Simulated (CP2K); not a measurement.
# CH2AlBF2 (SMILES F[C]1(F)[BH][AlH]1): PM6

What is the vertical electron affinity of CH2AlBF2 at PM6? 

The calculation is run with CP2K 2026.2.

3 further runs of the same task are left out: 1 that didn't finish, 2 set aside as unsound or not needed.

## (1) Starting point

CH2AlBF2: 7 atoms, total charge 0, spin state singlet. SMILES: `F[C]1(F)[BH][AlH]1`. Geometry: a rough force-field guess.

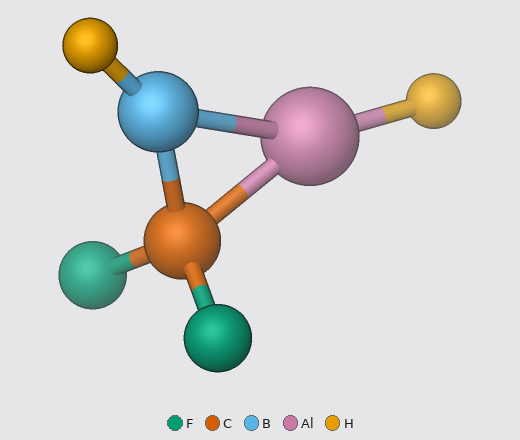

Viewed from a chosen angle; fluorine teal, carbon orange, boron blue, aluminium pink, hydrogen amber.

## (2) Energy and gradient at PM6

The input, molecule.inp:

```
&global
    project_name molecule
    run_type ENERGY_FORCE
    print_level MEDIUM
&end global
&force_eval
    method QUICKSTEP
    &dft
        &qs
            method PM6
            eps_default 1.0E-10
            &se
                &coulomb
                    cutoff [angstrom] 50
                    rc_range [angstrom] 0
                &end coulomb
                &exchange
                    cutoff [angstrom] 50
                    rc_range [angstrom] 0
                &end exchange
            &end se
        &end qs
        &poisson
            periodic NONE
            poisson_solver ANALYTIC
        &end poisson
        # self-consistent field
        &scf
            scf_guess ATOMIC
            eps_scf 1.0E-06
            max_scf 100
            added_mos 2
            &diagonalization
                algorithm STANDARD
            &end diagonalization
            &mixing
                method DIRECT_P_MIXING
                alpha 0.4
            &end mixing
        &end scf
        # extra output
        &print
            &moments
                periodic F
                reference COM
                max_moment 1
            &end moments
            &mo ON
                energies T
                occupation_numbers T
                ndigits 6
                &each
                    qs_scf 0
                &end each
                add_last NUMERIC
            &end mo
            &hirshfeld OFF
            &end hirshfeld
        &end print
    &end dft
    # atoms, cell and kinds
    &subsys
        # box in angstrom
        &cell
            abc 18.4 18.9 20.1
            periodic NONE
        &end cell
        &coord
            UNIT bohr
            F      2.2255305    -2.2482072     1.8935056
            C      0.1137615    -1.3507762     0.4227317
            F     -1.6569119    -3.2078101    -0.2277120
            B     -1.0435068     1.2020548     1.4866475
            Al     0.8195742     1.0635379    -2.0838010
            H     -2.3559216     2.2892142     3.0549313
            H      2.0131252     2.1232963    -4.6326636
        &end coord
        &topology
            &center_coordinates
            &end center_coordinates
        &end topology
    &end subsys
    &print
        &forces ON
        &end forces
    &end print
&end force_eval
```

Run with:

```bash
$ OMP_NUM_THREADS=1 cp2k.psmp -i molecule.inp > molecule.out 2>&1
```

The program printed (excerpt; [...] marks lines left out):

```text
CP2K| version string:                                       CP2K version 2026.2
[...]
 GLOBAL| Method name                                                        CP2K
[...]
 GLOBAL| Run type                                                   ENERGY_FORCE
[...]
                             - Atoms:                                          7
[...]
                             - Spherical basis functions:                     27
[...]
 Number of electrons:                                                         26
[...]
     1 P_Mix/Diag. 0.40E+00    0.0     0.68851290       -39.3326052970 -3.93E+01
[...]
    21 DIIS/Diag.  0.20E-06    0.0     0.00000088       -43.8642496362 -5.16E-12
  *** SCF run converged in    21 steps ***
  Core-core repulsion energy [eV]:                           1537.85718839698120
  Core Hamiltonian energy [eV]:                             -1977.57401703887194
  Two-electron integral energy [eV]:                        -1507.78021157496300
  Electronic energy [eV]:                                   -2731.46412282635356
  Total energy [eV]:                                        -1193.60693442937236
  Atomic reference energy [eV]:                              1194.50839352678622
  Heat of formation [kcal/mol]:                                20.78814228145391
[...]
 SE_DIPOLE| Moment [Debye]         -0.12314586      -2.88684086       1.93808422
 SE_DIPOLE| Derivative [a.u.]       0.00000000       0.00000000       0.00000000
 ENERGY| Total FORCE_EVAL ( QS ) energy [hartree]            -43.864249636161702
 FORCES| Atomic forces [hartree/bohr]
 FORCES|   Atom     x               y               z               |f|
 FORCES|      1 -5.45287904E-02  1.31848388E-02 -4.53403321E-02   7.21316482E-02
 FORCES|      2  3.97901313E-03 -8.32821010E-02  6.19823455E-02   1.03892021E-01
 FORCES|      3  4.40517117E-02  2.89558708E-02  1.36079510E-02   5.44442108E-02
 FORCES|      4 -2.70041176E-03  2.83331017E-02 -2.34074673E-02   3.68505957E-02
 FORCES|      5 -1.37501572E-03  4.19002037E-02 -5.24416866E-03   4.22494857E-02
 FORCES|      6  1.59342295E-02 -1.78971756E-02 -1.37914158E-02   2.76479966E-02
 FORCES|      7 -5.36073646E-03 -1.11947383E-02  1.21930873E-02   1.73991678E-02
 FORCES| Sum    -1.06858966E-15 -4.71844785E-16 -8.88178420E-16
 FORCES| Total atomic force                                       1.46744072E-15
[...]
```

Wall time 0.22 s (1 thread of Arm Neoverse V2, shared host).

## (3) The doublet anion, same level

The input, mol.inp:

```
&GLOBAL
    PROJECT mol
    RUN_TYPE ENERGY_FORCE
    PRINT_LEVEL MEDIUM
&END GLOBAL

&FORCE_EVAL
    METHOD QS
    &DFT
        CHARGE -1
        MULTIPLICITY 2
        UNRESTRICTED_KOHN_SHAM T
        &QS
            METHOD PM6
            EPS_DEFAULT 1.0E-10
            &SE
                &COULOMB
                    CUTOFF [angstrom] 50
                    RC_RANGE [angstrom] 0
                &END COULOMB
                &EXCHANGE
                    CUTOFF [angstrom] 50
                    RC_RANGE [angstrom] 0
                &END EXCHANGE
            &END SE
        &END QS
        &POISSON
            PERIODIC NONE
            POISSON_SOLVER ANALYTIC
        &END POISSON
        &SCF
            SCF_GUESS ATOMIC
            EPS_SCF 1.0E-06
            MAX_SCF 150
            ADDED_MOS 2
            &DIAGONALIZATION
                ALGORITHM STANDARD
            &END DIAGONALIZATION
            &MIXING
                METHOD DIRECT_P_MIXING
                ALPHA 0.4
            &END MIXING
        &END SCF
        &PRINT
            &MOMENTS
                PERIODIC F
                REFERENCE COM
                MAX_MOMENT 1
            &END MOMENTS
            &MO ON
                ENERGIES T
                OCCUPATION_NUMBERS T
                NDIGITS 6
                &EACH
                    QS_SCF 0
                &END EACH
                ADD_LAST NUMERIC
            &END MO
            &HIRSHFELD OFF
            &END HIRSHFELD
        &END PRINT
    &END DFT
    &SUBSYS
        &CELL
            ABC 18.4 18.9 20.1
            PERIODIC NONE
        &END CELL
        &COORD
            UNIT bohr
            F      2.2255305    -2.2482072     1.8935056
            C      0.1137615    -1.3507762     0.4227317
            F     -1.6569119    -3.2078101    -0.2277120
            B     -1.0435068     1.2020548     1.4866475
            Al     0.8195742     1.0635379    -2.0838010
            H     -2.3559216     2.2892142     3.0549313
            H      2.0131252     2.1232963    -4.6326636
        &END COORD
        &TOPOLOGY
            &CENTER_COORDINATES
            &END CENTER_COORDINATES
        &END TOPOLOGY
    &END SUBSYS
    &PRINT
        &FORCES ON
        &END FORCES
    &END PRINT
&END FORCE_EVAL
```

Run with:

```bash
$ OMP_NUM_THREADS=1 cp2k.psmp -i mol.inp -o mol.out
```

The program printed (excerpt; [...] marks lines left out):

```text
CP2K| version string:                                       CP2K version 2026.2
[...]
 GLOBAL| Method name                                                        CP2K
[...]
 GLOBAL| Run type                                                   ENERGY_FORCE
[...]
                             - Atoms:                                          7
[...]
                             - Spherical basis functions:                     27
[...]
 Number of electrons:                                                         14
[...]
     1 P_Mix/Diag. 0.40E+00    0.0     0.36237658       -38.6974749011 -3.87E+01
[...]
    24 DIIS/Diag.  0.94E-07    0.0     0.00000063       -43.9267763828 -1.47E-12
  *** SCF run converged in    24 steps ***
  Core-core repulsion energy [eV]:                           1537.85718839698120
  Core Hamiltonian energy [eV]:                             -2010.50942186246016
  Two-electron integral energy [eV]:                        -1445.31228053730911
  Electronic energy [eV]:                                   -2733.16556213111471
  Total energy [eV]:                                        -1195.30837373413374
  Atomic reference energy [eV]:                              1194.50839352678622
  Heat of formation [kcal/mol]:                               -18.44798329774025
[...]
 SE_DIPOLE| Moment [Debye]         -1.45446788       1.20131460       3.00039290
 SE_DIPOLE| Derivative [a.u.]       0.00000000       0.00000000       0.00000000
 ENERGY| Total FORCE_EVAL ( QS ) energy [hartree]            -43.926776382824315
 FORCES| Atomic forces [hartree/bohr]
 FORCES|   Atom     x               y               z               |f|
 FORCES|      1 -4.25869072E-02  1.42861906E-03 -3.63490468E-02   5.60083817E-02
 FORCES|      2 -5.54399645E-03 -4.01695941E-02  5.63564590E-02   6.94289757E-02
 FORCES|      3  3.78024857E-02  1.37158264E-02  1.05412603E-02   4.15724667E-02
 FORCES|      4  1.74547464E-02  1.27288241E-02 -4.51375708E-02   5.00408976E-02
 FORCES|      5 -2.02980174E-02  4.00309779E-02  2.46680100E-02   5.12152265E-02
 FORCES|      6  1.68048863E-02 -1.66038533E-02 -2.05416794E-02   3.13057941E-02
 FORCES|      7 -3.63319741E-03 -1.11308000E-02  1.04625677E-02   1.57022341E-02
 FORCES| Sum    -2.35922393E-16  5.55111512E-16 -9.43689571E-16
 FORCES| Total atomic force                                       1.11998133E-15
[...]
```

Wall time 0.24 s (1 thread of Arm Neoverse V2, shared host).

## (4) Outcome

Level: PM6.

```
                                                   quantity           value
                             singlet CH2AlBF2: total energy    -43.86425 Eh
                            singlet CH2AlBF2: dipole moment          3.48 D
                              singlet CH2AlBF2: HOMO energy        -8.11 eV
                              singlet CH2AlBF2: LUMO energy        -1.39 eV
                            singlet CH2AlBF2: HOMO–LUMO gap         6.72 eV
singlet CH2AlBF2: heat of formation at this unrelaxed shape   20.8 kcal/mol
                 singlet CH2AlBF2: largest force on an atom      5.342 eV/Å
                                doublet anion: total energy    -43.92678 Eh
          doublet anion: HOMO energy (highest over α and β)        -2.01 eV
           doublet anion: LUMO energy (lowest over α and β)         4.32 eV
   doublet anion: heat of formation at this unrelaxed shape  -18.4 kcal/mol
                    doublet anion: largest force on an atom      3.570 eV/Å
          vertical electron affinity (to the doublet anion)        1.701 eV
```

In words: At fixed nuclei the extra electron is bound by 1.70 eV (164 kJ/mol). The largest force (singlet CH2AlBF2) is 5.34 eV/Å: the shape isn't a stationary point for this species at this level. A minimal valence basis can't be trusted even for the sign of an electron affinity.
